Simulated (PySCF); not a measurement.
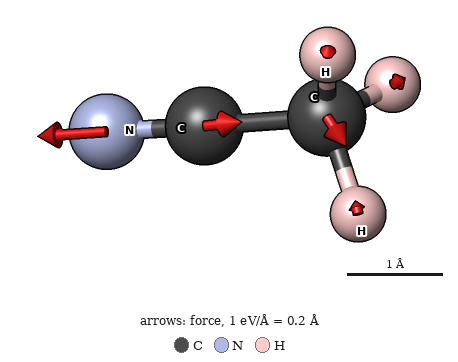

Starting geometry of C₂H₃N with the computed forces as red arrows. The picture is a ball-and-stick view, seen at a tilt.

The start comes from GFN2-xTB. Its atoms were then displaced at random by about 0.01 Å.

Method: PBE0-D3(BJ)/def2-SVP geometry optimisation, gas phase in PySCF. 

Is this structure relaxed? If not, where do the atoms go?

Answer. It isn't relaxed: the largest force vector, on the N atom, is 4.04 eV/Å. The final displacements follow the starting forces only in part (cosine between the two patterns 0.60). The atom that moves furthest after the best rigid fit is the N atom (0.055 Å). Largest moves by element: N 0.055 Å, H 0.043 Å, C 0.027 Å. Some distances before and after: C–C 1.411 → 1.453 Å, C–N 1.128 → 1.157 Å, C–H 1.127 → 1.099 Å, C–H 1.075 → 1.099 Å. After 3 geometry steps the energy has fallen by 12.2 kJ/mol.
